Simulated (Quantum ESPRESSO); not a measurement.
# W (Tungsten): from the cell to the phonon bands

How does W (Tungsten) vibrate, and is this structure a minimum?

Method: DFT LDA, scalar-relativistic, plane waves, PseudoDojo norm-conserving pseudopotentials, in Quantum ESPRESSO 7.5.

### Step 1. The structure

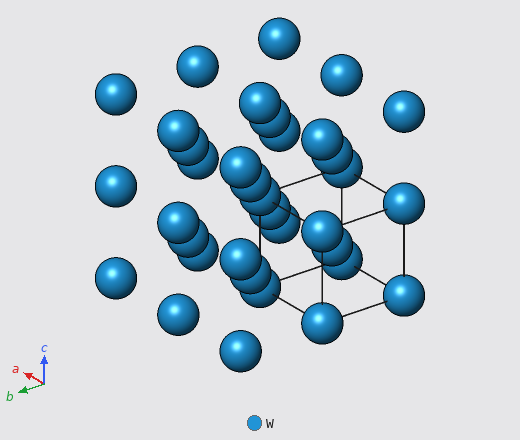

The cell as given, from a free direction (tungsten blue). 2×2×2 cells are drawn. This picture shows the conventional cell, with its axes. Some periodic images of atoms are drawn too.

### Step 2. A first look

Before anything dear is run, a loose run with smearing shows whether this is a metal and how far the cell is from rest.

probe.in reads:

```
&CONTROL
  calculation = 'scf'
  prefix      = 'x'
  outdir      = './tmp'
  pseudo_dir  = './pseudo'
  tprnfor     = .true.
  tstress     = .true.
  verbosity   = 'high'
/
&SYSTEM
  ibrav       = 0
  nat         = 1
  ntyp        = 1
  ecutwfc     = 77.0
  occupations = 'smearing'
  smearing    = 'gaussian'
  degauss     = 0.01
/
&ELECTRONS
  conv_thr         = 1.0d-07
  mixing_beta      = 0.7
  electron_maxstep = 100
/
ATOMIC_SPECIES
 W     183.8400  W.upf
CELL_PARAMETERS angstrom
     1.582345000    1.582345000    1.582345000
    -1.582345000    1.582345000    1.582345000
    -1.582345000   -1.582345000    1.582345000
ATOMIC_POSITIONS crystal
 W      0.000000000   0.000000000   0.000000000
K_POINTS automatic
 8 8 8 0 0 0
```

The run is started by

```bash
OMP_NUM_THREADS=1 mpirun -n 4 pw.x -nk 4 -in probe.in > probe.out
```

The log of the run:

```text
[banners, grids, parts of the stress and lines that vanish by symmetry left out]
Program PWSCF v.7.5
     Message from routine setup:
     using ibrav=0 with symmetry is DISCOURAGED, use correct ibrav instead
[...]
kinetic-energy cutoff     =      77.0000  Ry
     charge density cutoff     =     308.0000  Ry
     scf convergence threshold =      1.0E-07
[...]
Exchange-correlation= SLA  PW   NOGX NOGC
                           (   1   4   0   0   0   0   0)
[...]
48 Sym. Ops., with inversion, found
[...]
(     0          1          0      )
                  (     0          0          1      )
[...]
( -0.0000000  1.0000000 -0.0000000 )
                  ( -0.0000000 -0.0000000  1.0000000 )
[...]
(     1         -1          1      )
                  (     1          0          0      )
[...]
(  1.0000000  0.0000000 -0.0000000 )
                  ( -0.0000000 -1.0000000 -0.0000000 )
[...]
(     1          0          0      )
                  (     0          0         -1      )
[...]
( -1.0000000 -0.0000000 -0.0000000 )
                  (  0.0000000  1.0000000 -0.0000000 )
[...]
number of k points=    29  Gaussian smearing, width (Ry)=  0.0100
[...]
End of self-consistent calculation
[...]
the Fermi energy is    21.9445 ev
!    total energy              =    -151.84850233 Ry
[...]
convergence has been achieved in   5 iterations
[...]
atom    1 type  1   force =     0.00000000    0.00000000    0.00000000
[...]
Total force =     0.000000     Total SCF correction =     0.000000
[...]
total   stress  (Ry/bohr**3)                   (kbar)     P=      -91.18
[...]
XML data file, charge density, pseudopotentials, collected wavefunctions

   JOB DONE.
```

It took 1.9 s on 4 MPI ranks of Arm Neoverse V1, shared host; 7.2 s of CPU time.

Read from the output:

* volume per atom: 15.85 Å³
* pressure: -9.118 GPa
* gap on the k-mesh: 0 eV

No gap opens on this mesh, so smearing is kept; the start stands at -9.1 GPa.

### Step 3. Relaxing the cell and atoms

The relaxation runs at a cutoff a fifth above that of the response, since stress converges more slowly with the basis than frequencies do. Forces and stress are brought to rest with tight thresholds.

relax.in reads:

```
&CONTROL
  calculation   = 'vc-relax'
  prefix        = 'x'
  outdir        = './tmp'
  pseudo_dir    = './pseudo'
  tprnfor       = .true.
  tstress       = .true.
  forc_conv_thr = 2.0d-05
  etot_conv_thr = 1.0d-07
  nstep         = 40
/
&SYSTEM
  ibrav       = 0
  nat         = 1
  ntyp        = 1
  ecutwfc     = 92
  occupations = 'smearing'
  smearing    = 'mv'
  degauss     = 0.02
/
&ELECTRONS
  conv_thr         = 1.0d-11
  mixing_beta      = 0.7
  electron_maxstep = 100
/
&IONS
/
&CELL
  press_conv_thr = 0.2
/
ATOMIC_SPECIES
 W     183.8400  W.upf
CELL_PARAMETERS angstrom
     1.582345000    1.582345000    1.582345000
    -1.582345000    1.582345000    1.582345000
    -1.582345000   -1.582345000    1.582345000
ATOMIC_POSITIONS crystal
 W      0.000000000   0.000000000   0.000000000
K_POINTS automatic
 16 16 16 0 0 0
```

The run is started by

```bash
OMP_NUM_THREADS=1 mpirun -n 4 pw.x -nk 4 -in relax.in > relax.out
```

The log of the run:

```text
[banners, grids, parts of the stress and lines that vanish by symmetry left out]
[banner, memory and clock lines left out]
Program PWSCF v.7.5

[...]
kinetic-energy cutoff     =      92.0000  Ry
     charge density cutoff     =     368.0000  Ry
     scf convergence threshold =      1.0E-11
[...]
energy convergence thresh.=      1.0E-07
     force convergence thresh. =      2.0E-05
     press convergence thresh. =      2.0E-01
     Exchange-correlation= SLA  PW   NOGX NOGC
                           (   1   4   0   0   0   0   0)
[...]
48 Sym. Ops., with inversion, found
[...]
number of k points=   145  Marzari-Vanderbilt smearing, width (Ry)=  0.0200
[...]
End of self-consistent calculation
[...]
the Fermi energy is    22.1974 ev
!    total energy              =    -151.84906016 Ry
[...]
convergence has been achieved in   8 iterations
[...]
atom    1 type  1   force =     0.00000000    0.00000000    0.00000000
     Total force =     0.000000     Total SCF correction =     0.000000
[...]
total   stress  (Ry/bohr**3)                   (kbar)     P=      -98.95
[...]
number of bfgs steps    =   0
[...]
CELL_PARAMETERS (angstrom)
[...]
ATOMIC_POSITIONS (crystal)
W                0.0000000000        0.0000000000        0.0000000000
[...]
New effective cutoffs (rho, wfc):  379.11   95.17
[...]
End of self-consistent calculation
[...]
the Fermi energy is    23.5202 ev
!    total energy              =    -151.84972411 Ry
[...]
convergence has been achieved in   7 iterations
[...]
atom    1 type  1   force =     0.00000000    0.00000000    0.00000000
     Total force =     0.000000     Total SCF correction =     0.000000
[...]
total   stress  (Ry/bohr**3)                   (kbar)     P=       69.67
[...]
number of bfgs steps    =   1
[...]
CELL_PARAMETERS (angstrom)
[...]
ATOMIC_POSITIONS (crystal)
W                0.0000000000        0.0000000000        0.0000000000
[...]
New effective cutoffs (rho, wfc):  373.92   93.87
[...]
End of self-consistent calculation
[...]
the Fermi energy is    22.9749 ev
!    total energy              =    -151.85019369 Ry
[...]
convergence has been achieved in   7 iterations
[...]
atom    1 type  1   force =     0.00000000    0.00000000    0.00000000
     Total force =     0.000000     Total SCF correction =     0.000000
[...]
total   stress  (Ry/bohr**3)                   (kbar)     P=       -3.40
[...]
number of bfgs steps    =   2
[...]
CELL_PARAMETERS (angstrom)
[...]
ATOMIC_POSITIONS (crystal)
W                0.0000000000        0.0000000000        0.0000000000
[...]
New effective cutoffs (rho, wfc):  374.16   93.93
[...]
End of self-consistent calculation
[...]
the Fermi energy is    23.0003 ev
!    total energy              =    -151.85019490 Ry
[...]
convergence has been achieved in   5 iterations
[...]
atom    1 type  1   force =     0.00000000    0.00000000    0.00000000
     Total force =     0.000000     Total SCF correction =     0.000000
[...]
total   stress  (Ry/bohr**3)                   (kbar)     P=       -0.11
[...]
number of bfgs steps    =   3
[...]
small trust_radius: resetting bfgs history
[...]
CELL_PARAMETERS (angstrom)
[...]
ATOMIC_POSITIONS (crystal)
W                0.0000000000        0.0000000000        0.0000000000
[...]
New effective cutoffs (rho, wfc):  374.17   93.93
[...]
End of self-consistent calculation
[...]
the Fermi energy is    23.0017 ev
!    total energy              =    -151.85019490 Ry
[...]
convergence has been achieved in   4 iterations
[...]
atom    1 type  1   force =     0.00000000    0.00000000    0.00000000
     Total force =     0.000000     Total SCF correction =     0.000000
[...]
total   stress  (Ry/bohr**3)                   (kbar)     P=        0.08
[...]
bfgs converged in   5 scf cycles and   4 bfgs steps
[...]
End of BFGS Geometry Optimization
     Final enthalpy           =    -151.8501949000 Ry
     File ./tmp/x.bfgs deleted, as requested
[...]
CELL_PARAMETERS (angstrom)
[...]
ATOMIC_POSITIONS (crystal)
W                0.0000000000        0.0000000000        0.0000000000
[...]
Final scf calculation at the relaxed structure.
[...]
kinetic-energy cutoff     =      92.0000  Ry
     charge density cutoff     =     368.0000  Ry
     scf convergence threshold =      1.0E-13
[...]
press convergence thresh. =      2.0E-01
     Exchange-correlation= SLA  PW   NOGX NOGC
                           (   1   4   0   0   0   0   0)
[...]
48 Sym. Ops., with inversion, found
[...]
number of k points=   145  Marzari-Vanderbilt smearing, width (Ry)=  0.0200
[...]
c_bands:  1 eigenvalues not converged
     c_bands:  1 eigenvalues not converged
     c_bands:  1 eigenvalues not converged
[...]
End of self-consistent calculation
[...]
the Fermi energy is    23.0017 ev
!    total energy              =    -151.85019303 Ry
[...]
convergence has been achieved in   8 iterations
[...]
atom    1 type  1   force =     0.00000000    0.00000000    0.00000000
     Total force =     0.000000     Total SCF correction =     0.000000
[...]
total   stress  (Ry/bohr**3)                   (kbar)     P=        0.11
[...]
XML data file, charge density, pseudopotentials, collected wavefunctions
```

Wall time 35 s (4 MPI ranks); 2.3 min of CPU time.

Relaxation path:

```
step  energy less that of the first step (eV)  largest force (eV/Å)  pressure (GPa)  volume (Å³)
   1                                   0.0000                0.0000           -9.89        15.85
   2                                  -0.0090                0.0000            6.97        15.06
   3                                  -0.0154                0.0000           -0.34        15.38
   4                                  -0.0154                0.0000           -0.01        15.36
   5                                  -0.0154                0.0000            0.01        15.36
   6                                  -0.0154                0.0000            0.01        15.36
```

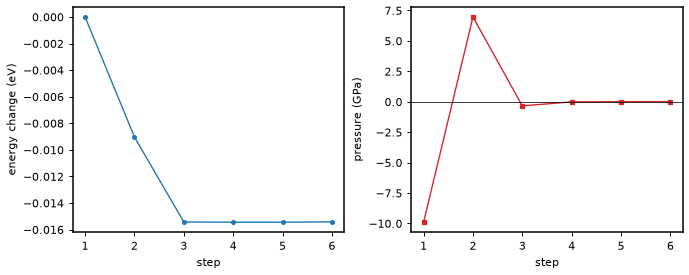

Energy and pressure along the relaxation.

```
conventional cell, symmetrised  before  after  change
                         a (Å)   3.165  3.132  -1.0 %
                         b (Å)   3.165  3.132  -1.0 %
                         c (Å)   3.165  3.132  -1.0 %
              volume (Å³/atom)   15.85  15.36  -3.1 %
```

The relaxed structure:

```
W
1.0
     1.56597    1.56597    1.56597
    -1.56597    1.56597    1.56597
    -1.56597   -1.56597    1.56597
W
1
Direct
  0.00000 0.00000 0.00000
```

The last row of the table of steps is pw.x's closing run on a basis chosen anew for the final cell, so its energy can jump.

This step gave:

```
volume per atom : 15.36 Å³
pressure        : 0.01100 GPa
```

The volume changes by -3.1 % from the cell with which this run began.

### Step 4. Self-consistent run for the response

Perturbation theory inherits every error of the wavefunctions, so the threshold is set near the limit of the arithmetic. Smearing stays on, as the first look found no gap above 0.3 eV.

scf.in reads:

```
&CONTROL
  calculation = 'scf'
  prefix      = 'x'
  outdir      = './tmp'
  pseudo_dir  = './pseudo'
  tprnfor     = .true.
  tstress     = .true.
/
&SYSTEM
  ibrav       = 0
  nat         = 1
  ntyp        = 1
  ecutwfc     = 77.0
  occupations = 'smearing'
  smearing    = 'mv'
  degauss     = 0.02
/
&ELECTRONS
  conv_thr         = 1.0d-12
  mixing_beta      = 0.7
  electron_maxstep = 100
/
ATOMIC_SPECIES
 W     183.8400  W.upf
CELL_PARAMETERS angstrom
     1.565974218    1.565974218    1.565974218
    -1.565974218    1.565974218    1.565974218
    -1.565974218   -1.565974218    1.565974218
ATOMIC_POSITIONS crystal
 W      0.000000000   0.000000000   0.000000000
K_POINTS automatic
 16 16 16 0 0 0
```

The run is started by

```bash
OMP_NUM_THREADS=1 mpirun -n 4 pw.x -nk 4 -in scf.in > scf.out
```

The log of the run:

```text
[banners, grids, parts of the stress and lines that vanish by symmetry left out]
[banner, memory and clock lines left out]
Program PWSCF v.7.5

[...]
kinetic-energy cutoff     =      77.0000  Ry
     charge density cutoff     =     308.0000  Ry
     scf convergence threshold =      1.0E-12
[...]
Exchange-correlation= SLA  PW   NOGX NOGC
                           (   1   4   0   0   0   0   0)
[...]
48 Sym. Ops., with inversion, found
[...]
number of k points=   145  Marzari-Vanderbilt smearing, width (Ry)=  0.0200
[...]
End of self-consistent calculation
[...]
the Fermi energy is    23.0021 ev
!    total energy              =    -151.85010877 Ry
[...]
convergence has been achieved in   9 iterations
[...]
atom    1 type  1   force =     0.00000000    0.00000000    0.00000000
     Total force =     0.000000     Total SCF correction =     0.000000
[...]
total   stress  (Ry/bohr**3)                   (kbar)     P=       -0.49
[...]
XML data file, charge density, pseudopotentials, collected wavefunctions
```

Run time: 8.7 s. Hardware: 4 MPI ranks; 34 s of CPU time.

Numbers from this step:

```
pressure : -0.04900 GPa
```

The cell stands at -0.049 GPa, close enough for phonons.

(Part 1 of 3 ends here.)

[Host names and launcher messages were left out of these logs when they were recorded.]

[Logs are printed without paths, hosts, clocks, repeated set-up lines and the standing remarks that a program may print on its own settings, such as how far it seeks lower states.]

[Hosts, paths, dates, database ids (printed as entryN), source tags and the programs' standing remarks are cut or masked in the printed files.]
